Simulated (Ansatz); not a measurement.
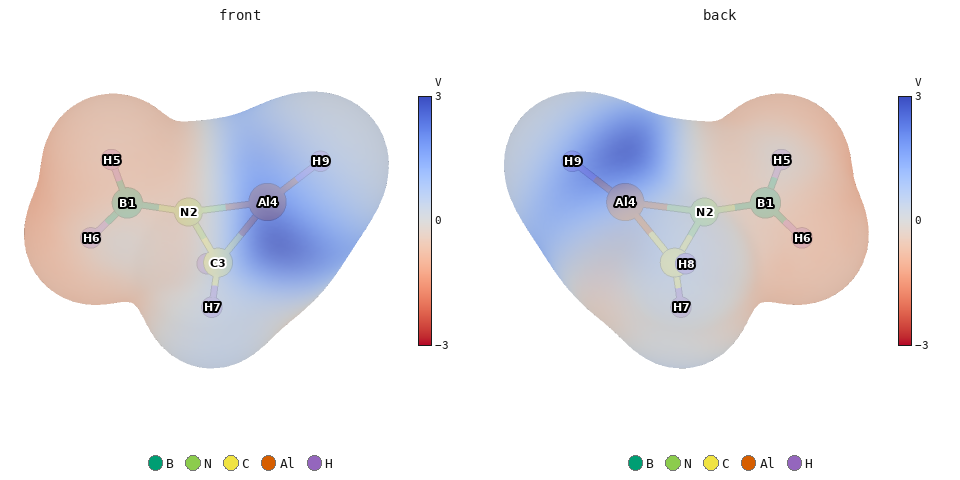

Figure 1: CH5AlBN (SMILES B[N]1[CH2][AlH]1). The molecular electrostatic potential painted on the density surface at 0.001 e/bohr³, seen from the front and from behind; red is negative and blue positive.

All numbers below come from RKS PBE0-D4/def2-SVP in Ansatz 0.2.0.

```xyz
9

B    -0.1781    1.1380   -1.1146
N    -0.8348   -0.0721   -1.3380
C    -2.1657   -0.5284   -0.7720
Al   -1.2155   -1.6988   -1.9514
H     0.8906    1.3382   -1.6556
H    -0.6720    1.9790   -0.3878
H    -2.1743   -0.6556    0.3213
H    -3.0264    0.0768   -1.0953
H    -0.7296   -2.8837   -2.8615
```

Q: Which sites attract a positive test charge, and which a negative one?

A: A positive charge is drawn to the negative regions and a negative charge to the positive ones. The most negative region (about −1.0 V) lies over H5, the most positive (about +2.6 V) over Al4.
